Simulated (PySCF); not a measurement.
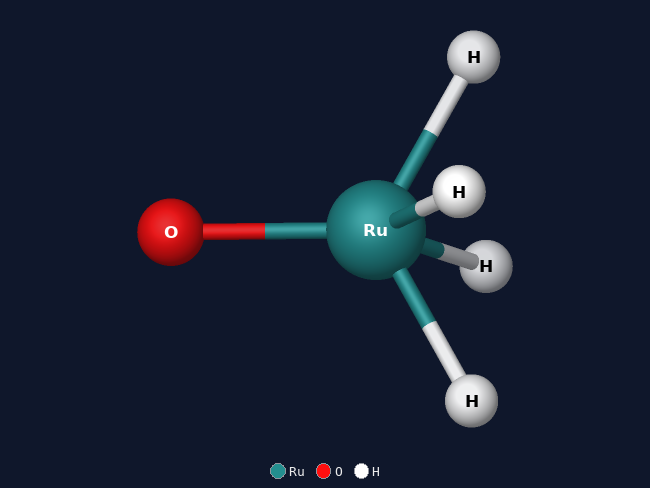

A molecule with one transition-metal atom. Charge 0, singlet. The geometry was computed by an optimisation with PBE0/def2-TZVP with core potentials. Other spin states may lie lower.

> What is the coordination number of the metal, and which atoms bind to it?

Ru binds 5 atoms: 1 O at 1.62 Å, 4 H at 1.58 Å.

> Give the formal oxidation state and the d-electron count.

Ru(VI), d², counting the ligands as closed-shell ions or neutral donors.
